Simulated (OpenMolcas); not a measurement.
**One shape, several levels: [AlF4]− (fluoroaluminate)**

We compute a comparison of 6 runs (HF/STO-3G, B3LYP/6-31G*, PBE0/6-311+G**, TPSS/6-311+G**, r2SCAN/6-311+G**, revPBE/6-311+G**) of [AlF4]− (fluoroaluminate). 

The calculation is run with OpenMolcas 26.06.

1 further run of the same task is left out (set aside as unsound or not needed).

### Step 1. The system as given

[AlF4]−: 5 atoms, total charge -1, spin state singlet. As SMILES, `[F][Al-]([F])([F])[F]`. Geometry: relaxed at PBE0-D4/def2-TZVPD.

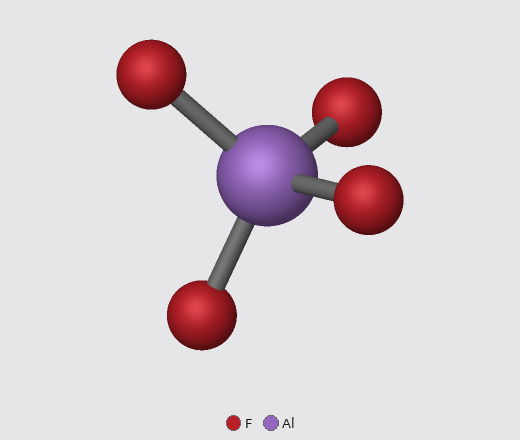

Viewed from a chosen angle; fluorine red, aluminium purple.

### Step 2. Energy and gradient at HF/STO-3G (run 1)

The input, job.input:

```
&GATEWAY
  BasLib=$CurrDir
  Coord
  5
  angstrom
  F       -0.101500      -0.294000       1.660000
  Al       0.000000       0.000000       0.000000
  F       -1.343000       0.895800      -0.496200
  F        0.034500      -1.469900      -0.831000
  F        1.409900       0.868100      -0.332800
  Basis=STO-3G
  Group=NoSym

&SEWARD

&SCF
  Charge=-1
  Thresholds=1e-10 1e-07 1e-07 1e-05
  PrOrbitals=1 1

&ALASKA
```

The basis set STO-3G is read from a file made from the Basis Set Exchange's data (not shown).

On the command line:

```bash
$ export MOLCAS_MEM=1860
$ pymolcas job.input > job.log
```

The log of the run:

```text
--- Start Module: gateway ---
[...]
--- Stop Module: gateway /rc=_RC_ALL_IS_WELL_ ---
[...]
      Basis functions           29
[...]
--- Start Module: scf ---
[...]
       Convergence after  12 Iterations
[...]
::    Total SCF energy                               -631.2167249901
[...]
      Total spin, S                                     0.0000000000
[...]
      Total electronic charge=   50.000000
      Total            charge=   -1.000000
[...]
      Dipole Moment (debye):
      Origin of the operator (angstrom)=   -0.0000    0.0000   -0.0000
                   X=  2.2957E-04               Y=  7.5987E-06               Z= -1.9483E-06           Total=  2.2971E-04
      Center of Charge (angstrom)
[...]
--- Stop Module: scf /rc=_RC_ALL_IS_WELL_ ---
--- Start Module: alaska ---
[...]
 *              Molecular gradients               *
 **************************************************
  Irreducible representation: a
 ------------------------------------------------------------------------------------------
                              X                       Y                       Z
 ------------------------------------------------------------------------------------------
  F1               -2.01730741896955E-03   -5.83907951775986E-03    3.29751280447610E-02
  AL2               2.57397811092366E-05    1.56889160160319E-05   -4.03248650620702E-06
  F3               -2.66750471943027E-02    1.77927910141698E-02   -9.85580226492910E-03
  F4                6.83658296193768E-04   -2.92012402879038E-02   -1.65097180136975E-02
  F5                2.79829565359684E-02    1.72318398754623E-02   -6.60557527961192E-03
 ------------------------------------------------------------------------------------------
--- Stop Module: alaska /rc=_RC_ALL_IS_WELL_ ---
[...]
```

It took 3.6 s on 1 thread of AMD EPYC 7R43 (Zen 3), shared host; peak memory 0.37 GiB.

### Step 3. Energy and gradient at B3LYP/6-31G(d) (Cartesian functions) (run 2)

The input, job.input:

```
&gateway
baslib
$CurrDir
coord
5
angstrom
F       -0.101500      -0.294000       1.660000
Al       0.000000       0.000000       0.000000
F       -1.343000       0.895800      -0.496200
F        0.034500      -1.469900      -0.831000
F        1.409900       0.868100      -0.332800
basis
6-31Gs
group
NoSym
&seward
gridinput
Grid=UltraFine
End of Grid
&scf
charge
-1
ksdft
B3LYP
thresholds
1e-10 1e-07 1e-07 1e-05
prorbitals
0
&alaska
```

The basis set 6-31G* is read from a file made from the Basis Set Exchange's data (not shown).

On the command line:

```bash
$ export MOLCAS_MEM=1860
$ pymolcas job.input > job.log
```

The log of the run:

```text
--- Start Module: gateway ---
[...]
--- Stop Module: gateway /rc=_RC_ALL_IS_WELL_ ---
[...]
      Basis functions           79
[...]
--- Start Module: scf ---
[...]
       Convergence after  14 Iterations
[...]
::    Total KS-DFT energy                            -642.1748633910
[...]
      Total spin, S                                     0.0000000000
[...]
      Total electronic charge=   50.000000
      Total            charge=   -1.000000
[...]
      Dipole Moment (debye):
      Origin of the operator (angstrom)=   -0.0000    0.0000   -0.0000
                   X=  2.3879E-04               Y=  4.2333E-05               Z= -1.1981E-05           Total=  2.4281E-04
      Center of Charge (angstrom)
[...]
--- Stop Module: scf /rc=_RC_ALL_IS_WELL_ ---
[...]
--- Start Module: alaska ---
[...]
 *              Molecular gradients               *
 **************************************************
  Irreducible representation: a
 ------------------------------------------------------------------------------------------
                              X                       Y                       Z
 ------------------------------------------------------------------------------------------
  F1                1.50933402217390E-04    4.38976564906657E-04   -2.47030013368743E-03
  AL2               1.80878760298035E-05    1.13893107364886E-05    2.28787818021695E-06
  F3                1.99963768610090E-03   -1.33270509096661E-03    7.38123645894539E-04
  F4               -5.27892847898559E-05    2.18349743513713E-03    1.23209485990827E-03
  F5               -2.11586967960287E-03   -1.30115821982635E-03    4.97793749658193E-04
 ------------------------------------------------------------------------------------------
--- Stop Module: alaska /rc=_RC_ALL_IS_WELL_ ---
[...]
```

It took 26 s on 1 thread of AMD EPYC 7R43 (Zen 3), shared host; peak memory 0.44 GiB.

Runs 3 to 5 aren't shown in full; the table further down has their settings and results.

### Step 4. Energy and forces at revPBE/6-311+G(d,p) (run 6)

The input, calc.input:

```
* AlF4 Kohn-Sham DFT
>>> EXPORT MOLCAS_PRINT=2

&gateway
  baslib=$CurrDir
  coord
  5
  bohr
  F     -0.19180720    -0.55557948     3.13694537
  Al     0.00000000     0.00000000     0.00000000
  F     -2.53790219     1.69281666    -0.93768210
  F      0.06519555    -2.77770843    -1.57036241
  F      2.66432486     1.64047125    -0.62890085
  basis=6-311pGss
  group=NoSym

&seward
  gridinput
  Grid=UltraFine
  End of Grid

&scf
  charge=-1
  ksdft=revPBE
  thresholds=1e-10 1e-07 1e-07 1e-05
  prorbitals=1 1

&alaska
```

The basis set 6-311+G** is read from a file made from the Basis Set Exchange's data (not shown).

On the command line:

```bash
$ export MOLCAS_MEM=1860
$ pymolcas calc.input > calc.log
```

The log of the run:

```text
--- Start Module: gateway ---
[...]
--- Stop Module: gateway /rc=_RC_ALL_IS_WELL_ ---
[...]
      Basis functions          118
[...]
--- Start Module: scf ---
[...]
       Convergence after  17 Iterations
[...]
::    Total KS-DFT energy                            -642.1373449113
[...]
      Total spin, S                                     0.0000000000
[...]
      Total electronic charge=   50.000000
      Total            charge=   -1.000000
[...]
      Dipole Moment (debye):
      Origin of the operator (angstrom)=   -0.0000    0.0000    0.0000
                   X=  2.7722E-04               Y=  5.3569E-05               Z= -2.0823E-05           Total=  2.8312E-04
      Center of Charge (angstrom)
[...]
--- Stop Module: scf /rc=_RC_ALL_IS_WELL_ ---
[...]
--- Start Module: alaska ---
[...]
 *              Molecular gradients               *
 **************************************************
  Irreducible representation: a
 ------------------------------------------------------------------------------------------
                              X                       Y                       Z
 ------------------------------------------------------------------------------------------
  F1                1.53143901931041E-03    4.44073184955718E-03   -2.50630053908587E-02
  AL2               1.99264808201273E-05    1.34485919729514E-05   -4.98351914913423E-06
  F3                2.02790205675161E-02   -1.35271333961313E-02    7.49283940657985E-03
  F4               -5.22483736295265E-04    2.21915377247512E-02    1.25443867878801E-02
  F5               -2.13079023313512E-02   -1.31185847701385E-02    5.03076271545178E-03
 ------------------------------------------------------------------------------------------
--- Stop Module: alaska /rc=_RC_ALL_IS_WELL_ ---
[...]
```

Wall time 60 s (1 thread of AMD EPYC 7R43 (Zen 3), shared host); peak memory 0.73 GiB.

### Step 5. All runs side by side

| run | level | Cartesian functions | integration grid | energy (Eh) | HOMO energy (eV) | LUMO energy (eV) | HOMO–LUMO gap (eV) | wall time |
| --- | --- | --- | --- | --- | --- | --- | --- | --- |
| 1 | HF/STO-3G | no | – | -631.216725 | -2.20 | 21.37 | 23.56 | 3.6 s |
| 2 | B3LYP/6-31G* (Cartesian functions) | yes | UltraFine | -642.174863 | -4.03 | 5.90 | 9.94 | 26 s |
| 3 | PBE0/6-311+G** | no | UltraFine | -641.843438 | -5.51 | 4.05 | 9.56 | 54 s |
| 4 | TPSS/6-311+G** | no | UltraFine | -642.373055 | -3.57 | 3.64 | 7.21 | 62 s |
| 5 | r2SCAN/6-311+G** | no | UltraFine | -642.157895 | -3.93 | 4.13 | 8.06 | 61 s |
| 6 | revPBE/6-311+G** | no | UltraFine | -642.137345 | -3.37 | 3.46 | 6.82 | 60 s |

### Step 6. Summary of results

| quantity | value |
| --- | --- |
| run 6: total energy | -642.13734 Eh |
| run 6: HOMO energy | -3.37 eV |
| run 6: LUMO energy | 3.46 eV |
| run 6: HOMO–LUMO gap (to an unbound level, set by the basis) | 6.82 eV |
| run 6: largest force on an atom | 1.312 eV/Å |

What this shows: The HOMO–LUMO gap runs from 6.82 eV (revPBE/6-311+G**) to 23.56 eV (HF/STO-3G). The two ends differ in method and basis. The empty levels of an anion lie above zero and hang on the basis. Totals of different functionals can't be ranked against each other. In run 1 the basis is minimal, so the values are rough. All runs together took 4.4 min, the longest 62 s.
